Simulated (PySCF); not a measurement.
# CH10FPSi3: what the fields show

```yaml
atoms:
  - { symbol: F, position_ang: [-0.5283, -1.9700, 1.3483] }
  - { symbol: Si, position_ang: [0.0098, -1.0338, 0.1378] }
  - { symbol: C, position_ang: [-1.1379, 0.4763, 0.0514] }
  - { symbol: Si, position_ang: [-3.0070, 0.1066, 0.1252] }
  - { symbol: Si, position_ang: [2.1895, -0.5096, 0.7114] }
  - { symbol: P, position_ang: [3.0282, 0.9000, -0.8228] }
  - { symbol: H, position_ang: [-0.1960, -1.9038, -1.0194] }
  - { symbol: H, position_ang: [-0.8952, 1.1565, 0.8702] }
  - { symbol: H, position_ang: [-0.9200, 1.0262, -0.8649] }
  - { symbol: H, position_ang: [-3.7273, 1.3839, 0.0698] }
  - { symbol: H, position_ang: [-3.3232, -0.5768, 1.3775] }
  - { symbol: H, position_ang: [-3.3849, -0.7209, -1.0217] }
  - { symbol: H, position_ang: [3.1160, -1.6512, 0.6962] }
  - { symbol: H, position_ang: [2.3260, 0.0731, 2.0593] }
  - { symbol: H, position_ang: [2.3118, 1.9993, -0.3887] }
  - { symbol: H, position_ang: [4.1310, 1.2533, -0.0734] }
```

Geometry: GFN2-xTB.

These are results of PySCF, B3LYP/def2-SVPD, SCF density, gas phase, not measurements.

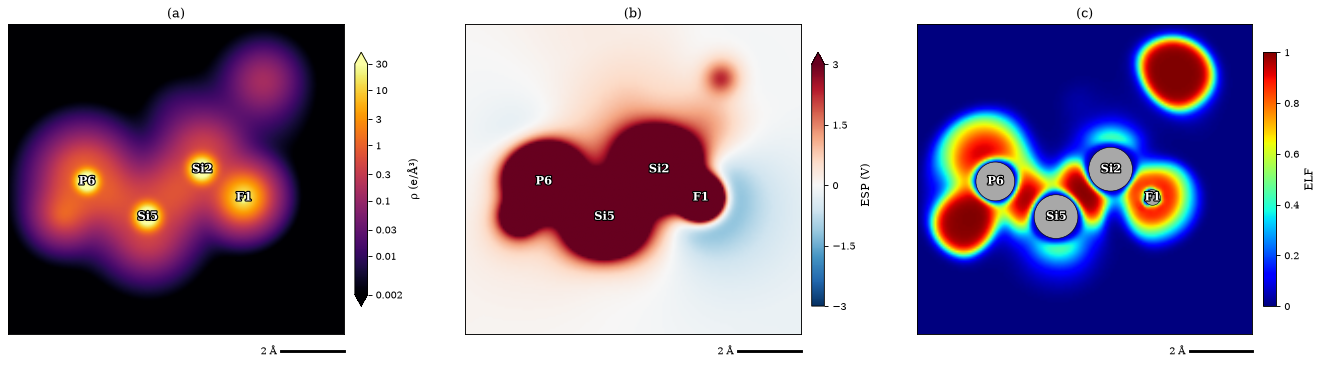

Figure 1. (a) total electron density; (b) electrostatic potential; (c) electron localisation function on the plane of atoms Si2, Si5 and P6. Grey discs cover the atomic cores in the ELF map.

Q: What do the fields say about this system?

A: Atoms in the plane: F, Si and P.
Si–F (1.62 Å): ρ at the midpoint is about 1 e/Å³; the ELF peaks at about 0.85 in the valence shell of F, 0.6 Å from its nucleus, and is about 0.50 at the midpoint.
Si–P (2.25 Å): the density is about 0.73 e/Å³ at the midpoint; the ELF peaks at about 0.95 between the atoms, as expected for localised, covalent bonding.
Si–Si (2.31 Å): ρ is about 0.69 e/Å³ halfway; the ELF peaks at about 1 between the atoms; localised, covalent bonding.
The ELF also peaks beside F1 and P6, away from the bonds: lone-pair regions.
Outside the dense part of the molecule the potential is most negative (−1.2 V) near F1.

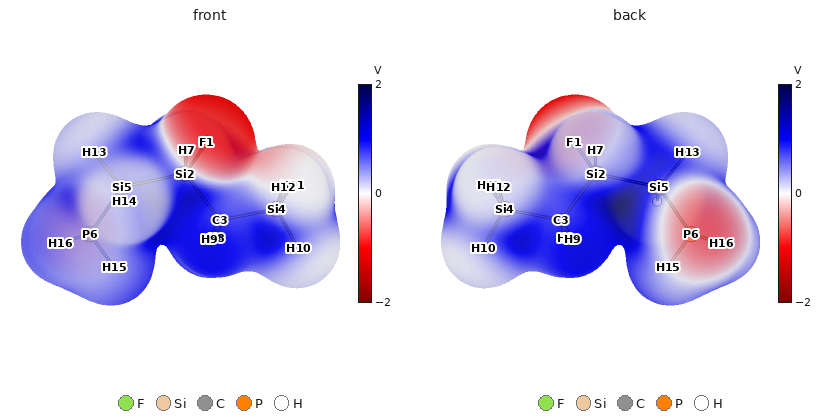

Figure 2. The molecular electrostatic potential painted on the density surface at 0.002 e/bohr³, seen from the front and from behind; red is negative and blue positive.

Q: Which sites attract a positive test charge, and which a negative one?

A: A positive charge is drawn to the negative regions and a negative charge to the positive ones. The most negative region (about −1.1 V, or −25 kcal/mol for a unit charge) lies over F1, the most positive (about +1.7 V, or +39 kcal/mol for a unit charge) over Si2.

Q: How polar is the molecule by this calculation?

A: Its dipole moment is 1.67 D.
